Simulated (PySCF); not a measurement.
**C6H4F2N (SMILES [NH]c1cc(F)ccc1F) (doublet): density, localisation and related maps**

```xyz
13

N     2.4318   -0.4295   -0.2321
C     1.1593   -0.1990   -0.1136
C     0.6420    1.0685   -0.5321
C    -0.6932    1.3353   -0.4177
F    -1.1629    2.5318   -0.8153
C    -1.6092    0.4153    0.0990
C    -1.1512   -0.8286    0.5177
C     0.1840   -1.1236    0.4151
F     0.6290   -2.3255    0.8195
H     2.7172   -1.3527    0.0879
H     1.3332    1.7905   -0.9334
H    -2.6518    0.6795    0.1658
H    -1.8324   -1.5614    0.9215
```

Geometry: GFN2-xTB.

Level of theory: UKS B3LYP, pcH-1 on C F H N, non-relativistic, mean-field spin-orbit, GIAO in PySCF 2.14.0, density-fitted response routines.

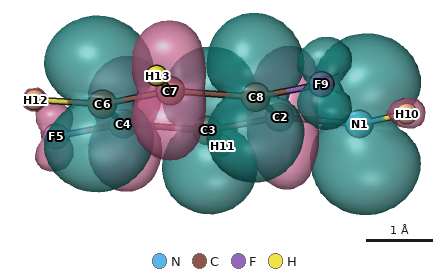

Figure 1. Isosurfaces of the spin density (α minus β) at +0.015 (teal) and −0.015 e/Å³ (pink), seen from one side.

### Where is the unpaired spin?

The unpaired spin (1 electron) lies mostly on N1 (about 0.5), C6 (about 0.2), C8 (about 0.2) and C3 (about 0.2), in electrons by Hirshfeld's partition.

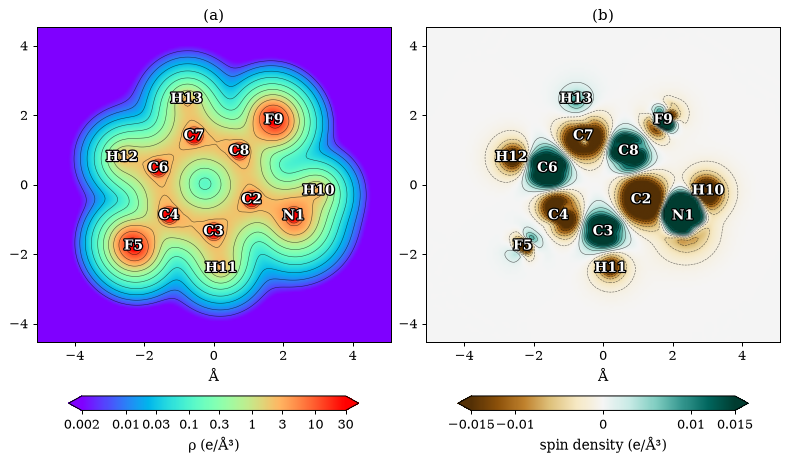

Figure 2. (a) electron density; (b) spin density (α minus β) on the molecular plane.

### What do the fields say about this system?

- Atoms in the plane: N, C, F and H.
- C–N (1.30 Å): ρ is about 2.6 e/Å³ halfway.
- C–F (1.34 Å): ρ is about 2.3 e/Å³ halfway.
- C–C (1.37 Å): ρ is about 2.2 e/Å³ halfway.
- N–H (1.02 Å): the density is about 2.9 e/Å³ at the midpoint.
- C–C (1.43 Å): the density is about 2 e/Å³ at the midpoint.

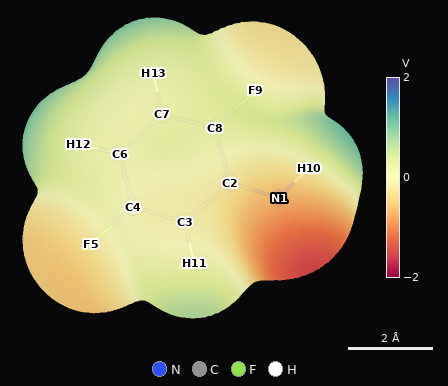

Figure 3. The molecular electrostatic potential painted on the density surface at 0.001 e/bohr³, seen at a tilt; red is negative and blue positive.

### Where is the surface potential most negative and most positive?

The most negative region (about −1.5 V) lies over N1, the most positive (about +1.2 V) over H10, H12 and H13. N1 is the likeliest acceptor of a hydrogen bond.
